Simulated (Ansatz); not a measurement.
# CH4Si (triplet): wB97M-V, B2PLYP, PBE-QIDH, RPA-PBE over vertical spin and charge gaps and displaced geometries, cc-pVDZ, part 2 of 2

Ansatz 0.2.0, Gaussian basis; cc-pVDZ, all electrons in the functionals, frozen cores in the correlation of double hybrids and RPA. The steps go on from the part before.

## Step 12: B2PLYP, charge 1, doublet

in.yaml

```yaml
crystal:
  periodic: [false, false, false]
  atoms:
    - {symbol: Si, position_ang: [0.000000, -0.086402, 0.646481]}
    - {symbol: C, position_ang: [0.000000, 0.079187, -1.230736]}
    - {symbol: H, position_ang: [0.000000, 1.148798, 1.480897]}
    - {symbol: H, position_ang: [0.000000, -0.911108, -1.689492]}
    - {symbol: H, position_ang: [0.890815, 0.613122, -1.569773]}
    - {symbol: H, position_ang: [-0.890815, 0.613122, -1.569773]}
basis:
  gaussian: {orbitals: cc-pVDZ}
total_charge: 1
magnetization: {spin_polarized: true, initial_magnetization: 1}
hamiltonian: {xc: {name: B2PLYP}}
correlation: {electrons: outside_noble_gas}
```

Command:

```console
> ansatz run in.yaml --threads 1 --pin off --events-out ev --progress --plain --max-ram 2393MiB
```

Standard output, cut to the lines that bear on the results:

```text
Functional definition: B2PLYP
  name "B2PLYP"
  cite "Grimme, J. Chem. Phys. 124, 034108 (2006) doi:10.1063/1.2148954"
  cite "Becke, Phys. Rev. A 38, 3098 (1988) doi:10.1103/PhysRevA.38.3098"
  cite "Lee, Yang & Parr, Phys. Rev. B 37, 785 (1988) doi:10.1103/PhysRevB.37.785"
[...]
487 factors; integrals over basis functions are off by at most 1.3e-3 eV
[...]
mean field -8963.05892879 eV, -329.3863402535 hartree, gradient 3.9e-6 eV, S^2 0.753636; 0 other end points of the search recorded, 0 dependent functions left out
6 core orbitals not correlated: weight in the atoms' cores, before any rotation towards them, 1.000 or more for the frozen orbitals, at most 0.000 for the correlated occupied ones
reference -8963.05905472 eV, -329.3863448813 hartree; 6, 5 occupied and 40, 41 virtual orbitals, 487 factors
second order -6.92457170 eV of doubles, -0.00000000 eV of singles
Total energy: -8964.92868908 eV, -329.4550526767 hartree
```

Wall time 1.5 s (1 thread of AMD EPYC 7B13, shared host).

From the report: ⟨S²⟩ of the determinant 0.754 (pure doublet: 0.75).

From charge 0, triplet: +695.9 kJ/mol.

## Step 13: B2PLYP, charge 1, quartet

Edit in.yaml of step 12 so:

```diff
@@ -12,3 +12,3 @@
 total_charge: 1
-magnetization: {spin_polarized: true, initial_magnetization: 1}
+magnetization: {spin_polarized: true, initial_magnetization: 3}
 hamiltonian: {xc: {name: B2PLYP}}
```

The command is unchanged.

Standard output, cut to the lines that bear on the results:

```text
Functional definition: B2PLYP
  name "B2PLYP"
  cite "Grimme, J. Chem. Phys. 124, 034108 (2006) doi:10.1063/1.2148954"
  cite "Becke, Phys. Rev. A 38, 3098 (1988) doi:10.1103/PhysRevA.38.3098"
  cite "Lee, Yang & Parr, Phys. Rev. B 37, 785 (1988) doi:10.1103/PhysRevB.37.785"
[...]
487 factors; integrals over basis functions are off by at most 1.3e-3 eV
[...]
mean field -8958.79361880 eV, -329.2295930026 hartree, gradient 8.0e-6 eV, S^2 3.759860; 2 other end points of the search recorded, 0 dependent functions left out
6 core orbitals not correlated: weight in the atoms' cores, before any rotation towards them, 1.000 or more for the frozen orbitals, at most 0.000 for the correlated occupied ones
reference -8958.79374043 eV, -329.2295974721 hartree; 7, 4 occupied and 39, 42 virtual orbitals, 487 factors
second order -6.45279744 eV of doubles, -0.00000000 eV of singles
Total energy: -8960.53599573 eV, -329.2936241738 hartree
```

Run time: 2.4 s. Hardware: 1 thread of AMD EPYC 7B13, shared host.

From the report: ⟨S²⟩ of the determinant 3.760 (pure quartet: 3.75).

From charge 0, triplet: +1119.7 kJ/mol.

## Step 14: B2PLYP, displaced geometry v1

in.yaml

```yaml
crystal:
  periodic: [false, false, false]
  atoms:
    - {symbol: Si, position_ang: [0.003444, -0.082090, 0.653889]}
    - {symbol: C, position_ang: [0.002611, 0.067356, -1.234481]}
    - {symbol: H, position_ang: [0.050575, 1.196278, 1.434539]}
    - {symbol: H, position_ang: [-0.052202, -0.926443, -1.706048]}
    - {symbol: H, position_ang: [0.796229, 0.613967, -1.637817]}
    - {symbol: H, position_ang: [-0.921691, 0.600948, -1.600634]}
basis:
  gaussian: {orbitals: cc-pVDZ}
magnetization: {spin_polarized: true, initial_magnetization: 2}
hamiltonian: {xc: {name: B2PLYP}}
correlation: {electrons: outside_noble_gas}
```

The command is unchanged.

Standard output, cut to the lines that bear on the results:

```text
Functional definition: B2PLYP
  name "B2PLYP"
  cite "Grimme, J. Chem. Phys. 124, 034108 (2006) doi:10.1063/1.2148954"
  cite "Becke, Phys. Rev. A 38, 3098 (1988) doi:10.1103/PhysRevA.38.3098"
  cite "Lee, Yang & Parr, Phys. Rev. B 37, 785 (1988) doi:10.1103/PhysRevB.37.785"
[...]
487 factors; integrals over basis functions are off by at most 1.3e-3 eV
[...]
mean field -8970.08606524 eV, -329.6445827549 hartree, gradient 3.7e-6 eV, S^2 2.002699; 0 other end points of the search recorded, 0 dependent functions left out
6 core orbitals not correlated: weight in the atoms' cores, before any rotation towards them, 1.000 or more for the frozen orbitals, at most 0.000 for the correlated occupied ones
reference -8970.08619500 eV, -329.6445875235 hartree; 7, 5 occupied and 39, 41 virtual orbitals, 487 factors
second order -7.26107067 eV of doubles, -0.00000000 eV of singles
Total energy: -8972.04668408 eV, -329.7166341684 hartree
```

Wall time 1.7 s (1 thread of AMD EPYC 7B13, shared host).

From the report: ⟨S²⟩ of the determinant 2.003 (pure triplet: 2.00).

From charge 0, triplet: +9.1 kJ/mol.

## Step 15: B2PLYP, displaced geometry v2

in.yaml

```yaml
crystal:
  periodic: [false, false, false]
  atoms:
    - {symbol: Si, position_ang: [0.048902, -0.082285, 0.646032]}
    - {symbol: C, position_ang: [-0.115972, 0.091677, -1.219591]}
    - {symbol: H, position_ang: [-0.039352, 1.128865, 1.483861]}
    - {symbol: H, position_ang: [0.043756, -0.986311, -1.668314]}
    - {symbol: H, position_ang: [0.831513, 0.518786, -1.651477]}
    - {symbol: H, position_ang: [-0.816587, 0.539049, -1.632512]}
basis:
  gaussian: {orbitals: cc-pVDZ}
magnetization: {spin_polarized: true, initial_magnetization: 2}
hamiltonian: {xc: {name: B2PLYP}}
correlation: {electrons: outside_noble_gas}
```

Same command.

Standard output, cut to the lines that bear on the results:

```text
Functional definition: B2PLYP
  name "B2PLYP"
  cite "Grimme, J. Chem. Phys. 124, 034108 (2006) doi:10.1063/1.2148954"
  cite "Becke, Phys. Rev. A 38, 3098 (1988) doi:10.1103/PhysRevA.38.3098"
  cite "Lee, Yang & Parr, Phys. Rev. B 37, 785 (1988) doi:10.1103/PhysRevB.37.785"
[...]
486 factors; integrals over basis functions are off by at most 1.3e-3 eV
[...]
mean field -8969.24314370 eV, -329.6136059596 hartree, gradient 5.1e-6 eV, S^2 2.002685; 0 other end points of the search recorded, 0 dependent functions left out
6 core orbitals not correlated: weight in the atoms' cores, before any rotation towards them, 1.000 or more for the frozen orbitals, at most 0.000 for the correlated occupied ones
reference -8969.24327027 eV, -329.6136106110 hartree; 7, 5 occupied and 39, 41 virtual orbitals, 486 factors
second order -7.24362279 eV of doubles, -0.00000000 eV of singles
Total energy: -8971.19904843 eV, -329.6854841325 hartree
```

Wall time 1.8 s (1 thread of AMD EPYC 7B13, shared host).

From the report: ⟨S²⟩ of the determinant 2.003 (pure triplet: 2.00).

From charge 0, triplet: +90.9 kJ/mol.

## Step 16: PBE-QIDH, charge 0, triplet

in.yaml

```yaml
crystal:
  periodic: [false, false, false]
  atoms:
    - {symbol: Si, position_ang: [0.000000, -0.086402, 0.646481]}
    - {symbol: C, position_ang: [0.000000, 0.079187, -1.230736]}
    - {symbol: H, position_ang: [0.000000, 1.148798, 1.480897]}
    - {symbol: H, position_ang: [0.000000, -0.911108, -1.689492]}
    - {symbol: H, position_ang: [0.890815, 0.613122, -1.569773]}
    - {symbol: H, position_ang: [-0.890815, 0.613122, -1.569773]}
basis:
  gaussian: {orbitals: cc-pVDZ}
magnetization: {spin_polarized: true, initial_magnetization: 2}
hamiltonian: {xc: {name: PBE-QIDH}}
correlation: {electrons: outside_noble_gas}
```

Launched as before.

Standard output, cut to the lines that bear on the results:

```text
Functional definition: PBE-QIDH
  name "PBE-QIDH"
  cite "Brémond, Sancho-García, Pérez-Jiménez & Adamo, J. Chem. Phys. 141, 031101 (2014) doi:10.1063/1.4890314"
  cite "Perdew, Burke & Ernzerhof, Phys. Rev. Lett. 77, 3865 (1996) doi:10.1103/PhysRevLett.77.3865"
[...]
487 factors; integrals over basis functions are off by at most 1.3e-3 eV
[...]
mean field -8967.18277732 eV, -329.5378888918 hartree, gradient 3.7e-6 eV, S^2 2.003593; 0 other end points of the search recorded, 0 dependent functions left out
6 core orbitals not correlated: weight in the atoms' cores, before any rotation towards them, 1.000 or more for the frozen orbitals, at most 0.000 for the correlated occupied ones
reference -8967.18278721 eV, -329.5378892552 hartree; 7, 5 occupied and 39, 41 virtual orbitals, 487 factors
second order -6.70036670 eV of doubles, -0.00000000 eV of singles
Total energy: -8969.41624278 eV, -329.6199672334 hartree
```

Wall time 1.6 s (1 thread of AMD EPYC 7B13, shared host).

From the report: ⟨S²⟩ of the determinant 2.004 (pure triplet: 2.00).

## Step 17: PBE-QIDH, charge 1, doublet

Edit in.yaml of step 16 so:

```diff
@@ -11,3 +11,4 @@
   gaussian: {orbitals: cc-pVDZ}
-magnetization: {spin_polarized: true, initial_magnetization: 2}
+total_charge: 1
+magnetization: {spin_polarized: true, initial_magnetization: 1}
 hamiltonian: {xc: {name: PBE-QIDH}}
```

Launched as before.

Standard output, cut to the lines that bear on the results:

```text
Functional definition: PBE-QIDH
  name "PBE-QIDH"
  cite "Brémond, Sancho-García, Pérez-Jiménez & Adamo, J. Chem. Phys. 141, 031101 (2014) doi:10.1063/1.4890314"
  cite "Perdew, Burke & Ernzerhof, Phys. Rev. Lett. 77, 3865 (1996) doi:10.1103/PhysRevLett.77.3865"
[...]
487 factors; integrals over basis functions are off by at most 1.3e-3 eV
[...]
mean field -8959.86020794 eV, -329.2687894303 hartree, gradient 1.3e-6 eV, S^2 0.754038; 0 other end points of the search recorded, 0 dependent functions left out
6 core orbitals not correlated: weight in the atoms' cores, before any rotation towards them, 1.000 or more for the frozen orbitals, at most 0.000 for the correlated occupied ones
reference -8959.86021676 eV, -329.2687897544 hartree; 6, 5 occupied and 40, 41 virtual orbitals, 487 factors
second order -6.37894277 eV of doubles, -0.00000000 eV of singles
Total energy: -8961.98653101 eV, -329.3469303621 hartree
```

Run time: 1.5 s. Hardware: 1 thread of AMD EPYC 7B13, shared host.

From the report: ⟨S²⟩ of the determinant 0.754 (pure doublet: 0.75).

From charge 0, triplet: +716.9 kJ/mol.

## Step 18: RPA-PBE, charge 0, triplet

Edit in.yaml of step 17 so:

```diff
@@ -11,5 +11,4 @@
   gaussian: {orbitals: cc-pVDZ}
-total_charge: 1
-magnetization: {spin_polarized: true, initial_magnetization: 1}
-hamiltonian: {xc: {name: PBE-QIDH}}
-correlation: {electrons: outside_noble_gas}
+magnetization: {spin_polarized: true, initial_magnetization: 2}
+hamiltonian: {xc: {name: PBE}}
+correlation: {method: rpa, electrons: outside_noble_gas}
```

Same command.

Standard output, cut to the lines that bear on the results:

```text
Functional definition: PBE
  name "PBE"
  cite "Perdew, Burke & Ernzerhof, Phys. Rev. Lett. 77, 3865 (1996) doi:10.1103/PhysRevLett.77.3865"
  parent pbe
[...]
487 factors; integrals over basis functions are off by at most 1.3e-3 eV
[...]
mean field -8971.30179138 eV, -329.6892598665 hartree, gradient 2.7e-6 eV, S^2 2.002439; 0 other end points of the search recorded, 0 dependent functions left out
6 core orbitals not correlated: weight in the atoms' cores, before any rotation towards them, 1.000 or more for the frozen orbitals, at most 0.000 for the correlated occupied ones
reference -8953.59612781 eV, -329.0385887315 hartree; 7, 5 occupied and 39, 41 virtual orbitals, 487 factors
Total energy: -8964.62199813 eV, -329.4437819923 hartree
```

Run time: 1.4 s. Hardware: 1 thread of AMD EPYC 7B13, shared host.

From the report: ⟨S²⟩ of the determinant 2.002 (pure triplet: 2.00).

## Step 19: RPA-PBE, charge 0, singlet

Edit in.yaml of step 18 so:

```diff
@@ -11,3 +11,3 @@
   gaussian: {orbitals: cc-pVDZ}
-magnetization: {spin_polarized: true, initial_magnetization: 2}
+magnetization: {spin_polarized: true, initial_magnetization: 0}
 hamiltonian: {xc: {name: PBE}}
```

Same command.

Standard output, cut to the lines that bear on the results:

```text
Functional definition: PBE
  name "PBE"
  cite "Perdew, Burke & Ernzerhof, Phys. Rev. Lett. 77, 3865 (1996) doi:10.1103/PhysRevLett.77.3865"
  parent pbe
[...]
487 factors; integrals over basis functions are off by at most 1.3e-3 eV
[...]
mean field -8971.70636181 eV, -329.7041275556 hartree, gradient 1.7e-6 eV, S^2 0.370621; 10 other end points of the search recorded, 0 dependent functions left out
6 core orbitals not correlated: weight in the atoms' cores, before any rotation towards them, 1.000 or more for the frozen orbitals, at most 0.000 for the correlated occupied ones
reference -8953.70203337 eV, -329.0424806893 hartree; 6, 6 occupied and 40, 40 virtual orbitals, 487 factors
Total energy: -8965.15605030 eV, -329.4634080475 hartree
```

Run time: 5.5 s. Hardware: 1 thread of AMD EPYC 7B13, shared host.

From the report: ⟨S²⟩ of the determinant 0.371 (pure singlet: 0.00).

From charge 0, triplet: -51.5 kJ/mol.

## Step 20: RPA-PBE, charge 0, quintet

Edit in.yaml of step 19 so:

```diff
@@ -11,3 +11,3 @@
   gaussian: {orbitals: cc-pVDZ}
-magnetization: {spin_polarized: true, initial_magnetization: 0}
+magnetization: {spin_polarized: true, initial_magnetization: 4}
 hamiltonian: {xc: {name: PBE}}
```

Same command.

Standard output, cut to the lines that bear on the results:

```text
Functional definition: PBE
  name "PBE"
  cite "Perdew, Burke & Ernzerhof, Phys. Rev. Lett. 77, 3865 (1996) doi:10.1103/PhysRevLett.77.3865"
  parent pbe
[...]
487 factors; integrals over basis functions are off by at most 1.3e-3 eV
[...]
mean field -8963.42467563 eV, -329.3997812020 hartree, gradient 6.5e-6 eV, S^2 6.002029; 5 other end points of the search recorded, 0 dependent functions left out
6 core orbitals not correlated: weight in the atoms' cores, before any rotation towards them, 1.000 or more for the frozen orbitals, at most 0.000 for the correlated occupied ones
reference -8945.45958932 eV, -328.7395764572 hartree; 8, 4 occupied and 38, 42 virtual orbitals, 487 factors
Total energy: -8956.41726875 eV, -329.1422637489 hartree
```

Wall time 3 s (1 thread of AMD EPYC 7B13, shared host).

From the report: ⟨S²⟩ of the determinant 6.002 (pure quintet: 6.00).

From charge 0, triplet: +791.6 kJ/mol.

## Step 21: RPA-PBE, charge 1, doublet

Edit in.yaml of step 20 so:

```diff
@@ -11,3 +11,4 @@
   gaussian: {orbitals: cc-pVDZ}
-magnetization: {spin_polarized: true, initial_magnetization: 4}
+total_charge: 1
+magnetization: {spin_polarized: true, initial_magnetization: 1}
 hamiltonian: {xc: {name: PBE}}
```

Same command.

Standard output, cut to the lines that bear on the results:

```text
Functional definition: PBE
  name "PBE"
  cite "Perdew, Burke & Ernzerhof, Phys. Rev. Lett. 77, 3865 (1996) doi:10.1103/PhysRevLett.77.3865"
  parent pbe
[...]
487 factors; integrals over basis functions are off by at most 1.3e-3 eV
[...]
mean field -8963.95236706 eV, -329.4191735042 hartree, gradient 9.4e-7 eV, S^2 0.751457; 0 other end points of the search recorded, 0 dependent functions left out
6 core orbitals not correlated: weight in the atoms' cores, before any rotation towards them, 1.000 or more for the frozen orbitals, at most 0.000 for the correlated occupied ones
reference -8946.57690131 eV, -328.7806369153 hartree; 6, 5 occupied and 40, 41 virtual orbitals, 487 factors
Total energy: -8957.28461884 eV, -329.1741382769 hartree
```

It took 1.5 s on 1 thread of AMD EPYC 7B13, shared host.

From the report: ⟨S²⟩ of the determinant 0.751 (pure doublet: 0.75).

From charge 0, triplet: +707.9 kJ/mol.

## Step 22: RPA-PBE, charge 1, quartet

Edit in.yaml of step 21 so:

```diff
@@ -12,3 +12,3 @@
 total_charge: 1
-magnetization: {spin_polarized: true, initial_magnetization: 1}
+magnetization: {spin_polarized: true, initial_magnetization: 3}
 hamiltonian: {xc: {name: PBE}}
```

Same command.

Standard output, cut to the lines that bear on the results:

```text
Functional definition: PBE
  name "PBE"
  cite "Perdew, Burke & Ernzerhof, Phys. Rev. Lett. 77, 3865 (1996) doi:10.1103/PhysRevLett.77.3865"
  parent pbe
[...]
487 factors; integrals over basis functions are off by at most 1.3e-3 eV
[...]
mean field -8959.77671601 eV, -329.2657211587 hartree, gradient 2.4e-6 eV, S^2 3.752326; 3 other end points of the search recorded, 0 dependent functions left out
6 core orbitals not correlated: weight in the atoms' cores, before any rotation towards them, 1.000 or more for the frozen orbitals, at most 0.000 for the correlated occupied ones
reference -8942.62264633 eV, -328.6353207255 hartree; 7, 4 occupied and 39, 42 virtual orbitals, 487 factors
Total energy: -8952.99643697 eV, -329.0165504995 hartree
```

It took 3.1 s on 1 thread of AMD EPYC 7B13, shared host.

From the report: ⟨S²⟩ of the determinant 3.752 (pure quartet: 3.75).

From charge 0, triplet: +1121.7 kJ/mol.

## Step 23: RPA-PBE, displaced geometry v1

in.yaml

```yaml
crystal:
  periodic: [false, false, false]
  atoms:
    - {symbol: Si, position_ang: [0.003444, -0.082090, 0.653889]}
    - {symbol: C, position_ang: [0.002611, 0.067356, -1.234481]}
    - {symbol: H, position_ang: [0.050575, 1.196278, 1.434539]}
    - {symbol: H, position_ang: [-0.052202, -0.926443, -1.706048]}
    - {symbol: H, position_ang: [0.796229, 0.613967, -1.637817]}
    - {symbol: H, position_ang: [-0.921691, 0.600948, -1.600634]}
basis:
  gaussian: {orbitals: cc-pVDZ}
magnetization: {spin_polarized: true, initial_magnetization: 2}
hamiltonian: {xc: {name: PBE}}
correlation: {method: rpa, electrons: outside_noble_gas}
```

Launched as before.

Standard output, cut to the lines that bear on the results:

```text
Functional definition: PBE
  name "PBE"
  cite "Perdew, Burke & Ernzerhof, Phys. Rev. Lett. 77, 3865 (1996) doi:10.1103/PhysRevLett.77.3865"
  parent pbe
[...]
487 factors; integrals over basis functions are off by at most 1.3e-3 eV
[...]
mean field -8971.21056006 eV, -329.6859071772 hartree, gradient 3.1e-6 eV, S^2 2.002404; 1 other end points of the search recorded, 0 dependent functions left out
6 core orbitals not correlated: weight in the atoms' cores, before any rotation towards them, 1.000 or more for the frozen orbitals, at most 0.000 for the correlated occupied ones
reference -8953.49721101 eV, -329.0349536064 hartree; 7, 5 occupied and 39, 41 virtual orbitals, 487 factors
Total energy: -8964.53164175 eV, -329.4404614567 hartree
```

Wall time 1.6 s (1 thread of AMD EPYC 7B13, shared host).

From the report: ⟨S²⟩ of the determinant 2.002 (pure triplet: 2.00).

From charge 0, triplet: +8.7 kJ/mol.

## Step 24: RPA-PBE, displaced geometry v2

in.yaml

```yaml
crystal:
  periodic: [false, false, false]
  atoms:
    - {symbol: Si, position_ang: [0.048902, -0.082285, 0.646032]}
    - {symbol: C, position_ang: [-0.115972, 0.091677, -1.219591]}
    - {symbol: H, position_ang: [-0.039352, 1.128865, 1.483861]}
    - {symbol: H, position_ang: [0.043756, -0.986311, -1.668314]}
    - {symbol: H, position_ang: [0.831513, 0.518786, -1.651477]}
    - {symbol: H, position_ang: [-0.816587, 0.539049, -1.632512]}
basis:
  gaussian: {orbitals: cc-pVDZ}
magnetization: {spin_polarized: true, initial_magnetization: 2}
hamiltonian: {xc: {name: PBE}}
correlation: {method: rpa, electrons: outside_noble_gas}
```

Launched as before.

Standard output, cut to the lines that bear on the results:

```text
Functional definition: PBE
  name "PBE"
  cite "Perdew, Burke & Ernzerhof, Phys. Rev. Lett. 77, 3865 (1996) doi:10.1103/PhysRevLett.77.3865"
  parent pbe
[...]
486 factors; integrals over basis functions are off by at most 1.3e-3 eV
[...]
mean field -8970.35691910 eV, -329.6545364505 hartree, gradient 7.5e-6 eV, S^2 2.002427; 0 other end points of the search recorded, 0 dependent functions left out
6 core orbitals not correlated: weight in the atoms' cores, before any rotation towards them, 1.000 or more for the frozen orbitals, at most 0.000 for the correlated occupied ones
reference -8952.64333025 eV, -329.0035740672 hartree; 7, 5 occupied and 39, 41 virtual orbitals, 486 factors
Total energy: -8963.64182421 eV, -329.4077612649 hartree
```

Wall time 1.4 s (1 thread of AMD EPYC 7B13, shared host).

From the report: ⟨S²⟩ of the determinant 2.002 (pure triplet: 2.00).

From charge 0, triplet: +94.6 kJ/mol.

## Step 25: The comparison

The yardstick is UCCSDT(Q), where the cluster series has nearly closed. It comes from earlier runs at the same points. Energies in kJ/mol, counted from charge 0, triplet; blanks weren't run or aren't comparable.

```tsv
level	triplet to singlet	triplet to quintet	ionisation to the doublet cation	ionisation to the quartet cation	displacement v1	displacement v2
UCCSDT(Q)	-47.2	792.5	701.0	1112.8	9.0	93.0
wB97M-V	-69.8	806.5	688.0	1129.4	9.0	89.6
B2PLYP	-47.4	795.1	695.9	1119.7	9.1	90.9
PBE-QIDH			716.9			
RPA-PBE	-51.5	791.6	707.9	1121.7	8.7	94.6
```

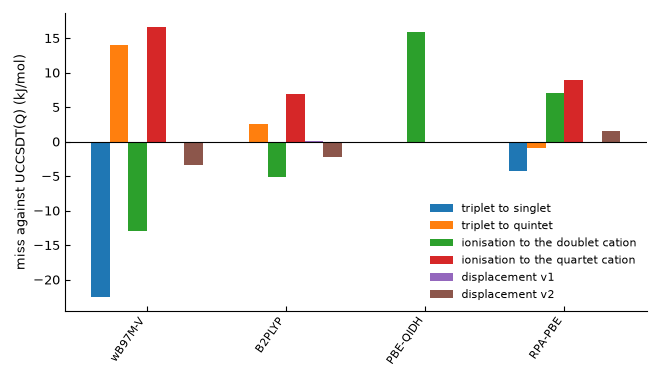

Misses of the gaps against UCCSDT(Q).

Largest miss and mean time a point (UCCSDT(Q) took 64 s a point; shared hosts):

```tsv
level	largest miss (kJ/mol)	where	time a point
wB97M-V	-22.5	triplet to singlet	6.3 s
B2PLYP	+6.9	ionisation to the quartet cation	2.1 s
PBE-QIDH	+15.9	ionisation to the doublet cation	1.6 s
RPA-PBE	+8.9	ionisation to the quartet cation	2.5 s
```

## Step 26: What came out

This closing draws on all 2 parts.

```
                                   quantity                                            value
              triplet to singlet, UCCSDT(Q)                                     -47.2 kJ/mol
              triplet to quintet, UCCSDT(Q)                                     792.5 kJ/mol
ionisation to the doublet cation, UCCSDT(Q)                                     701.0 kJ/mol
ionisation to the quartet cation, UCCSDT(Q)                                    1112.8 kJ/mol
                 displacement v1, UCCSDT(Q)                                       9.0 kJ/mol
                 displacement v2, UCCSDT(Q)                                      93.0 kJ/mol
                      largest miss, wB97M-V                -22.5 kJ/mol (triplet to singlet)
                       largest miss, B2PLYP   +6.9 kJ/mol (ionisation to the quartet cation)
                     largest miss, PBE-QIDH  +15.9 kJ/mol (ionisation to the doublet cation)
                      largest miss, RPA-PBE   +8.9 kJ/mol (ionisation to the quartet cation)
```

Misses are known at 6 of 6 points at best, and only functionals with that many are ranked. Of the functionals, B2PLYP keep the smallest largest miss at the points compared (at most 6.9 kJ/mol) and wB97M-V strays most (22.5 kJ/mol, at triplet to singlet). B2PLYP, RPA-PBE clearly break the spin symmetry at some points (⟨S²⟩ up to 0.44 above the pure value), so energy there is bought with a mixed spin. Functionals and the yardstick converge differently with the basis, so part of each miss in cc-pVDZ is the basis.
